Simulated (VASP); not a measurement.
Energy against volume of InSb (zinc blende). Computed with PW91 GGA, VASP's PBE PAW potentials (set 64) (plane waves; VASP 6.6.1).

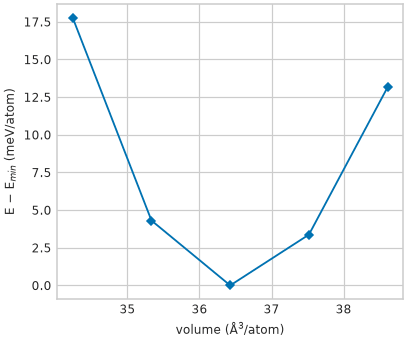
*Energy against volume*

**Question.** Estimate the equilibrium volume and the bulk modulus.

**Answer.** The minimum lies near 36.5 Å³/atom, and the curvature gives B0 of about 37 GPa.

Measured: bulk modulus 46.1 GPa at 0 K (computed value off by -19.2 %), as given by Daniel Mejia-Rodriguez et al., Physical Review B (2018), arXiv:1807.09216 [0 K value with the zero-point phonon effect removed]; a 6.468 Å at 0 K (computed value off by +2.5 %), as given by Daniel Mejia-Rodriguez et al., Physical Review B (2018), arXiv:1807.09216 [static lattice: zero-point anharmonic expansion removed].

The compound is InSb in the zinc blende structure. It was relaxed first, which changed the volume by +7 %.
